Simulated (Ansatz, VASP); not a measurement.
# Ni2C: VASP beside Ansatz

Aim: how closely do two programs agree when they are given the same cell, functional and k mesh? The cell is invented: As first built, before any earlier steps moved the atoms (in the runner's words): it takes the Cr2C structure with some of its atoms replaced by other elements, volume scaled by an estimate. It may not be a known or stable phase. The cell is taken from a series of VASP runs on this material, whose earlier steps may have relaxed, scaled or displaced it; both programs get it as it stands. Other levels of theory on this material are compared in a session of their own. Valence electrons are named where the data sets of a main pair hold unlike numbers.

Method: plane waves, with VASP 6.6.1 beside it; band structure at PBE, in Ansatz 0.2.0.

### 1. The structure

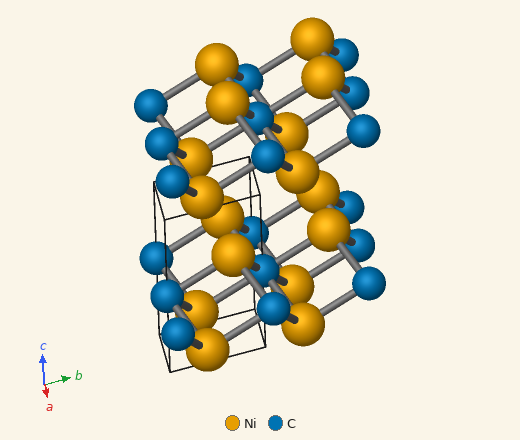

The cell as given, slightly off an axis (nickel orange, carbon blue). 2×2×2 cells are drawn. Some periodic images of atoms are drawn too.

Coordinates:

```cif
data_structure
_symmetry_space_group_name_H-M 'P 1'
_symmetry_Int_Tables_number 1
_cell_length_a 2.8956
_cell_length_b 2.8956
_cell_length_c 3.9933
_cell_angle_alpha 90.000
_cell_angle_beta 90.000
_cell_angle_gamma 120.000
_cell_volume 29.00
loop_
_atom_site_label
_atom_site_type_symbol
_atom_site_fract_x
_atom_site_fract_y
_atom_site_fract_z
_atom_site_occupancy
Ni1 Ni 0.66667 0.33333 0.25913 1
Ni2 Ni 0.33333 0.66667 0.74087 1
C3 C 0.00000 0.00000 0.50000 1
```

### 2. Ansatz: band structure, PBE

Ansatz runs on its default PAW (the set named soft_2) files.

A single point gives forces, pressure and levels at one fixed geometry, so differences don't come from the geometry; what else differs is listed under the comparison.

input.yaml reads:

```yaml
crystal:
  lattice:
    - [2.8955987124, -6.94e-08, 0.0]
    - [-1.447799972, 2.5076628892, 0.0]
    - [0.0, 0.0, 3.9932647575]
  atoms:
    - { symbol: Ni, position: [0.66666667, 0.33333333, 0.2591327826], spin: 1.0 }
    - { symbol: Ni, position: [0.33333333, 0.66666667, 0.7408672174], spin: 1.0 }
    - { symbol: C, position: [0.0, 0.0, 0.5] }
hamiltonian:
  xc: pbe
  pseudopotentials: { kind: paw }
magnetization:
  spin_polarized: true
kpoints:
  mp_grid: { grid: [6, 6, 4] }
  band_path:
    path:
      - [0.0, 0.0, 0.0]
      - [0.13333, 0.0, 0.0]
      - [0.3, 0.0, 0.0]
      - [0.46667, 0.0, 0.0]
      - [0.46667, 0.06667, 0.0]
      - [0.41111, 0.17778, 0.0]
      - [0.35556, 0.28889, 0.0]
      - [0.28889, 0.28889, 0.0]
      - [0.17778, 0.17778, 0.0]
      - [0.06667, 0.06667, 0.0]
      - [0.0, 0.0, 0.03333]
      - [0.0, 0.0, 0.2]
      - [0.0, 0.0, 0.36667]
      - [0.0, 0.0, 0.5]
      - [0.16667, 0.0, 0.5]
      - [0.3, 0.0, 0.5]
      - [0.46667, 0.0, 0.5]
      - [0.46667, 0.06667, 0.5]
      - [0.41111, 0.17778, 0.5]
      - [0.35556, 0.28889, 0.5]
      - [0.28889, 0.28889, 0.5]
      - [0.17778, 0.17778, 0.5]
      - [0.06667, 0.06667, 0.5]
      - [0.5, 0.0, 0.46667]
      - [0.5, 0.0, 0.3]
      - [0.5, 0.0, 0.13333]
      - [0.33333, 0.33333, 0.0]
      - [0.33333, 0.33333, 0.16667]
      - [0.33333, 0.33333, 0.33333]
      - [0.33333, 0.33333, 0.5]
    npoints: 1
scf:
  occupations: { method: gaussian, width: 0.02 }
  n_extra_bands: 7
output:
  forces: true
  stress: true
  eigenvalues: true
```

The run is started by

```
ansatz run input.yaml --threads 2 --pin off --max-ram 4608MiB --backend cpu --events-out ev --progress --plain --runs-dir out
```

Numbers of over 12 decimals in the logs are rounded to 6 here.

What it wrote:

```text
Warning: the atoms were moved onto the symmetric positions of the space group found under crystal.symmetry.tolerance 1.0e-5 (fractional; no operation is sought that the atoms, as they stand in a round, miss by more than twice it, and no atom is moved by as much as it), and the run uses the moved positions. Before a round's move an operation carried an atom to 2.90e-8 Å from where it should land, the largest such dist [...]
scf.n_extra_bands = 7 over 20 filled bands (N_el = 40.0): the run solves 27 bands
Engine: ansatz 0.2.0, aarch64-unknown-linux-gnu
Pseudopotentials: kind: paw
Pseudopotential: Ni, paw, valence charge 18, recommended cutoff 420 eV (normal), Ni.paw.azcp
Pseudopotential: C, paw, valence charge 4, recommended cutoff 420 eV (normal), C.paw.azcp
Functional definition: PBE
  parameter kappa = 0.804
  parameter beta = 0.066725
  exchange = pbe_x(kappa = kappa, mu = beta*pi^2/3)
  correlation = pbe_c(beta = beta)
Crystal: 3 atoms, lattice volume = 28.996 Å³
Basis set: ecut = 420 eV, 565 PW (Γ), exchange–correlation on 40×40×54 points (8 copies of the dense FFT grid, shifted against one another)
Bands: 27, of which v1, the nominal top of the filled ones, is band 20 counted from 1 (19 counted from 0)
Symmetry: 12 space group operations
Space group: P-3m1 (ITA 164), of the structure as read, at distance tolerance 3.1e-5 Å
Magnetic group: BNS 164.85 (UNI 1315), of the structure as read, at distance tolerance 3.1e-5 Å
k-points: 24 of 144
Non-local potential: Ni, projectors of the file, l = 0: 3, l = 1: 2, l = 2: 3, l = 3: 1
Non-local potential: C, projectors of the file, l = 0: 2, l = 1: 2, l = 2: 1
PAW form: soft (Blöchl's): semilocal exchange-correlation on the pseudo side does not see the compensation charge
PAW one-centre angular grid: Ni, 590 points (default); XC on 64 Gauss nodes
PAW one-centre angular grid: C, 110 points (default); XC on 64 Gauss nodes
Initial density: superposition of atomic densities (chi_scale 0.1, normalization cell, long waves kept (reshape's long-wave potential 0.01 eV rms))
Starting moments: Σ|m| = 2 μB on 2 of 3 sites
Initial wavefunctions: pseudopotential atomic-orbital guess
Functional: x = pbe(κ = 0.804, μ = 0.219515), c = pbe(β = 0.066725)
SCF iter   1: F=—  HF=-11927.544619 eV  |F-HF|=—  |Δ(HF+E_count)|=         —  Δρ=1.42e-1 (↑1.42e-1 ↓1.02e-1)  dr2=2.54e0  dr2_m=3.47e0  M=0.097 μB ∫|m|=0.179 μB  β_m=0.30  ethr=3.10e-3  ⟨swp⟩=5.0  Hψ=4910  notcnv=0
Mixer restart at iter 1: flushing history
preconditioner: auto → none  [insulator: Δε(μ)=0.051 eV  Ē_g=10.710 eV  σ=0.020 eV  W_gap=0.81  n_scr=8 (ndim 8)  ℏωp=33.8 eV  f_vac=0.000  D(μ)=1.56/eV (n_scr^D=20)  ε∞_Penn≈11.0]
SCF iter   2: F=—  HF=-11926.838244 eV  |F-HF|=—  |Δ(HF+E_count)|=   7.06e-1  Δρ=1.26e-1 (↑4.97e-2 ↓1.26e-1)  dr2=1.32e0  dr2_m=1.91e0  M=0.042 μB ∫|m|=0.114 μB  β_m=0.38  ethr=3.10e-3  ⟨swp⟩=3.0  Hψ=2309  notcnv=0  defer=117
SCF iter   3: F=—  HF=-11928.509860 eV  |F-HF|=—  |Δ(HF+E_count)|=    1.67e0  Δρ=6.92e-2 (↑6.92e-2 ↓4.54e-2)  dr2=1.80e-1  dr2_m=8.31e-1  M=0.042 μB ∫|m|=0.090 μB  β_m=0.50  ethr=3.10e-3  ⟨swp⟩=3.1  Hψ=2422  notcnv=0  defer=113
SCF iter   4: F=—  HF=-11929.446496 eV  |F-HF|=—  |Δ(HF+E_count)|=   9.37e-1  Δρ=3.00e-2 (↑1.79e-2 ↓3.00e-2)  dr2=4.43e-1  dr2_m=1.04e-2  M=0.012 μB ∫|m|=0.026 μB  β_m=0.43  ethr=4.49e-4  ⟨swp⟩=2.1  Hψ=2120  notcnv=0  defer=113
SCF iter   5: F=—  HF=-11929.451732 eV  |F-HF|=—  |Δ(HF+E_count)|=   5.24e-3  Δρ=5.95e-3 (↑4.52e-3 ↓5.95e-3)  dr2=2.66e-2  dr2_m=2.64e-4  M=0.004 μB ∫|m|=0.013 μB  β_m=0.63  ethr=4.49e-4  ⟨swp⟩=2.8  Hψ=2110  notcnv=0  defer=113
SCF iter   6: F=—  HF=-11929.470877 eV  |F-HF|=—  |Δ(HF+E_count)|=   1.91e-2  Δρ=1.80e-3 (↑1.23e-3 ↓1.80e-3)  dr2=1.94e-3  dr2_m=2.80e-5  M=0.001 μB ∫|m|=0.004 μB  β_m=0.64  ethr=6.65e-5  ⟨swp⟩=2.1  Hψ=1904  notcnv=0  defer=110
SCF iter   7: F=—  HF=-11929.471471 eV  |F-HF|=—  |Δ(HF+E_count)|=   5.94e-4  Δρ=1.28e-4 (↑1.21e-4 ↓1.28e-4)  dr2=1.74e-6  dr2_m=2.02e-6  M=-0.000 μB ∫|m|=0.001 μB  β_m=0.82  ethr=4.86e-6  ⟨swp⟩=2.0  Hψ=1998  notcnv=0  defer=110
SCF iter   8: F=—  HF=-11929.471477 eV  |F-HF|=—  |Δ(HF+E_count)|=   5.87e-6  Δρ=3.01e-5 (↑3.01e-5 ↓1.56e-5)  dr2=2.10e-7  dr2_m=5.80e-8  M=-0.000 μB ∫|m|=0.000 μB  β_m=0.85  ethr=4.35e-9  ⟨swp⟩=2.1  Hψ=2269  notcnv=0  defer=110
SCF iter   9: F=—  HF=-11929.471477 eV  |F-HF|=—  |Δ(HF+E_count)|=   1.03e-8  Δρ=1.50e-5 (↑1.50e-5 ↓1.03e-5)  dr2=1.33e-7  dr2_m=3.92e-9  M=-0.000 μB ∫|m|=0.000 μB  β_m=0.93  ethr=5.26e-10  ⟨swp⟩=2.5  Hψ=1916  notcnv=0  defer=110
SCF iter  10: F=—  HF=-11929.471477 eV  |F-HF|=—  |Δ(HF+E_count)|=   5.38e-8  Δρ=1.66e-6 (↑1.66e-6 ↓1.23e-6)  dr2=1.19e-9  dr2_m=1.36e-10  M=-0.000 μB ∫|m|=0.000 μB  β_m=0.95  ethr=3.33e-10  ⟨swp⟩=2.1  Hψ=1748  notcnv=0  defer=110
SCF iter  11: F=-11929.471477 eV  HF=-11929.471477 eV  |F-HF|=3.98e-10  |Δ(HF+E_count)|=  5.82e-11  Δρ=8.13e-7 (↑8.13e-7 ↓7.65e-7)  dr2=4.70e-10  dr2_m=8.91e-12  M=-0.000 μB ∫|m|=0.000 μB  ethr=2.97e-12  ⟨swp⟩=7.0  Hψ=4823  notcnv=0
SCF 1 converged in 11 iterations: F = -11929.471477 eV  dr2 = 4.70e-10
  greatest PAW one-centre occupation: 1.001 electrons in one spin orbital (limit 2), on the Ni atom at site 1 (counted from 0), in its partial waves of l = 1
WARN: the starting moments were not kept: the SCF closed with an absolute magnetisation of 4.2e-6 μB, where they sum to 2 μB in size (2 sites). That is at most 0.1 of that sum. Measured as dr2_m measures the in/out step, that magnetisation stands 1.0e-11 eV from none, at or under the dr2_threshold of 1.0e-7 eV: it is no larger than a step whose dr2_m would equal this threshold. The system may hold no moment; this SCF [...]
NSCF: frozen V_eff on 30 k-points
SCF converged after 11 iterations
Magnetization: -0.0000 μB (20.0000 up, 20.0000 down)
Absolute magnetization: 0.0000 μB (∫|ρ↑−ρ↓|, with the PAW one-centre terms)
Spin contamination: 0.0000 ħ² per cell (⟨S²⟩ above its minimum at these occupations)
Per-site moments (μB) at R_I (Å): [(-1.0368086474625781e-6, 0.795599), (-1.0368086475498524e-6, 0.795599), (-1.5306509583139204e-6, 0.795599)]
Free energy (F): -11929.471477 eV
Harris-Foulkes:  -11929.471477 eV  (|F-HF|=3.98e-10)
Internal energy: -11929.471025 eV  (E = F + TS)
E sigma→0 (E₀):  -11929.471251 eV
Entropy (-TS):   -0.000452 eV (-0.151 meV/atom)
Fermi energy:    16.767301 eV
--- Per-component energies (eV) ---
  E_band       = -621.970959
  E_kinetic    = 651.990982
  E_local      = -7597.747022  (includes V_loc(G=0)·N_el)
  E_nonlocal   = 1299.261391
  E_hartree    = 3180.044099
  E_xc         = -217.570086
  E_vxc        = -278.225823  (∫ρ·V_xc dr)
  E_paw        = -3358.644096  (= ΣΔE_a)
  E_vpaw       = -1057.337315  (= ΣTr[D̂ρ^β])
  E_aug_tail   = 0.000957  (compensation charges beyond the density's cutoff)
  E_ewald      = -5886.807250
  E_smearing   = -0.000452  (= −TS)
  E_closure    = -0.000000  (closes the sum)
  Σ components = -11929.471477   (vs F -11929.471477, Δ=0.00e0)
--- Forces (eV/Å), atoms counted from 1 ---
  atom   1  Ni    -0.00000000    -0.00000000     0.04518442
  atom   2  Ni     0.00000000     0.00000000    -0.04518442
  atom   3  C     -0.00000000     0.00000000     0.00000000
  max |Σ_I F_I| component: 2.78e-17 eV/Å
--- Stress (GPa, compression-positive) ---
       -1.168674       0.000000       0.000000
        0.000000      -1.168674       0.000000
        0.000000       0.000000       0.412927
  P = ⅓ Tr σ = -0.6415 GPa (-6.415 kbar)
--- Band table (eV; the first three rows and the last of 48) ---
  k-point 0 ↑: bands = [... 16 lower, 13.9374, 14.5654, 14.8944, 14.8944, 17.1576, 20.3261, 20.3261, 26.4633, ... 3 higher]
  k-point 1 ↑: bands = [... 16 lower, 14.2004, 14.2527, 15.0150, 15.0150, 18.8713, 20.1358, 20.1358, 25.8516, ... 3 higher]
  k-point 2 ↑: bands = [... 16 lower, 14.5785, 14.5785, 15.0052, 15.0052, 19.9443, 19.9443, 20.5063, 25.0321, ... 3 higher]
  k-point 23 ↓: bands = [... 16 lower, 14.6228, 14.6228, 16.0448, 16.0448, 16.7539, 17.2126, 20.2486, 20.2486, ... 3 higher]
```

Wall time 3.8 s (2 threads of Arm Neoverse V1, shared host); peak memory 0.31 GiB; 6.1 s of CPU time.

In the SCF lines HF is the Harris–Foulkes energy and dr2 the Hartree energy of the density residual, in eV; the loop may stop once dr2 is under the threshold and the program's other checks hold. Hψ counts applications of the Hamiltonian.

(Continued in part 2 of 2.)

[Lines on the potential files, build, host, timing and source positions are cut from VASP's logs without a mark.]

[Logs are printed without paths, hosts, clocks, repeated set-up lines and the standing remarks that a program may print on its own settings, such as how far it seeks lower states.]

[Hosts, paths, dates, database ids (printed as entryN), source tags and the programs' standing remarks are cut or masked in the printed files.]
